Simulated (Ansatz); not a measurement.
# Cl2GeH4OSi: the cost of one run

Computed with Ansatz 0.2.0 through its Python package. The levels of theory stand in the script.

**1. The system**

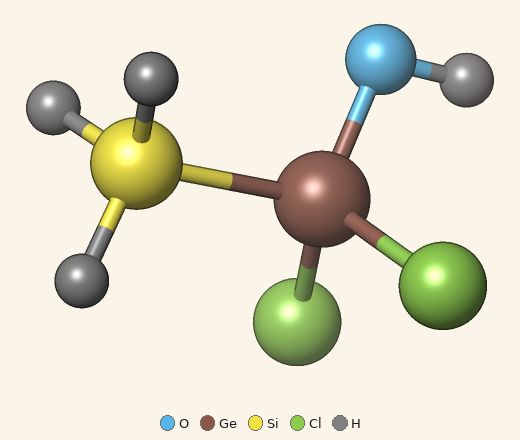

The structure that the script starts from, seen from a chosen angle (oxygen blue, germanium brown, silicon yellow, chlorine green, hydrogen grey).

No structure file is read: the coordinates are typed or built in the script.

**2. The code**

The input, methods_cl2geh4osi.py:

```python
from pathlib import Path

import ansatz as az
import numpy as np

geometry = (
    az.Crystal.molecule()
    .atom("O", (-1.6902, 1.043, 0.3538))
    .atom("Ge", (-0.3655, 0.4154, -0.5839))
    .atom("Si", (0.8948, -0.9035, 0.7938))
    .atom("Cl", (-1.0322, -0.7682, -2.2301))
    .atom("Cl", (0.85, 2.0314, -1.3749))
    .atom("H", (-2.2369, 1.6519, -0.3166))
    .atom("H", (2.0855, -1.4524, 0.0496))
    .atom("H", (0.145, -1.9889, 1.326))
    .atom("H", (1.438, -0.0749, 1.9652))
)

calc = (
    geometry.calculation()
    .basis(gaussian="def2-SVP")
    .accuracy("high")
    .scf(lower_state_search="standard")
)

print("functional    E (Ha)        dipole (D)   HOMO (eV)  LUMO (eV)")
for name in ["hse06", "pbe", "revpbe", "cam_b3lyp", "r2scan0"]:
    r = calc.functional(name).forces().orbitals().run(threads=1, runs_dir="runs").report
    lines = Path(r["orbitals_path"]).read_text().splitlines()
    field_of = lambda key: [line.split("=")[1].strip() for line in lines if line.startswith(key)]
    orbitals = [(27.211386 * float(e), s, float(n)) for e, s, n in zip(field_of("Ene="), field_of("Spin="), field_of("Occup="))]
    homo = max(e for e, _, n in orbitals if n > 0.5)
    lumo = min(e for e, _, n in orbitals if n < 0.5)
    dipole = 4.803205 * np.linalg.norm(r["charge_distribution"]["dipole_moment_e_ang"])
    print(f"{name:10s} {r['free_energy_ev'] / 27.211386246:14.6f} {dipole:9.3f} {homo:11.3f} {lumo:10.3f}")
```

**3. The calls as engine input**

The engine receives this input (first run):

```yaml
crystal:
  periodic: [false, false, false]
  atoms:
    - { symbol: O, position_ang: [-1.6902, 1.043, 0.3538] }
    - { symbol: Ge, position_ang: [-0.3655, 0.4154, -0.5839] }
    - { symbol: Si, position_ang: [0.8948, -0.9035, 0.7938] }
    - { symbol: Cl, position_ang: [-1.0322, -0.7682, -2.2301] }
    - { symbol: Cl, position_ang: [0.85, 2.0314, -1.3749] }
    - { symbol: H, position_ang: [-2.2369, 1.6519, -0.3166] }
    - { symbol: H, position_ang: [2.0855, -1.4524, 0.0496] }
    - { symbol: H, position_ang: [0.145, -1.9889, 1.326] }
    - { symbol: H, position_ang: [1.438, -0.0749, 1.9652] }
accuracy: high
basis:
  gaussian:
    orbitals: def2-SVP
hamiltonian:
  xc: hse06
scf:
  lower_state_search: standard
output:
  orbitals: {}
  forces: true
```

**4. Launch**

Launch:

```
$ python methods_cl2geh4osi.py
```

What time and memory should one allow on 1 thread of Arm Neoverse V1, shared host?

About 2.1 min, with a peak of 0.73 GiB.
